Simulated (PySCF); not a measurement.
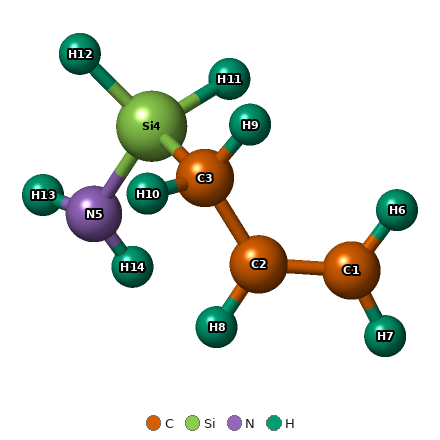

C₃H₉NSi, SMILES C=CC[SiH2]N. Vertical core-electron binding energies by ΔSCF (B3LYP, pcX-2 on the ionised atom, pcseg-1 elsewhere, spin-free X2C; PySCF, at a PBE0-D3(BJ)/def2-SVP geometry (no frequency check)), gas phase, against the vacuum level. One atom of each kind was ionised; within a panel, areas follow the number of like atoms and 2j + 1 (2p levels are split by first-order spin-orbit coupling, an approximation), each panel is scaled alone, Gaussians of 0.4 eV full width. Only the regions named are shown. Lines closer than the width merge in the curve.

Question: Predict the C 1s and Si 2p photoelectron lines.

Answer:
| level | atoms | binding energy (eV) |
| --- | --- | --- |
| C 1s | C2 | 290.7 |
| C 1s | C3 | 290.2 |
| C 1s | C1 | 290.0 |
| Si 2p1/2 | Si4 | 107.2 |
| Si 2p3/2 | Si4 | 106.6 |

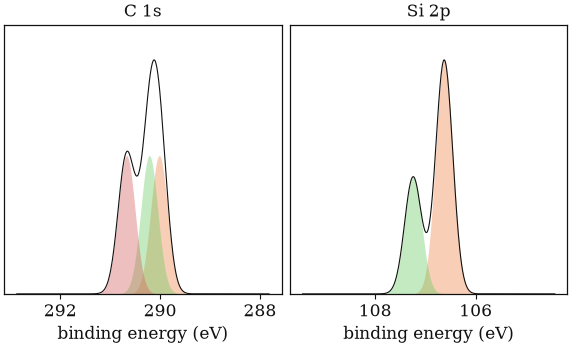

Note: one conformer of a flexible molecule.
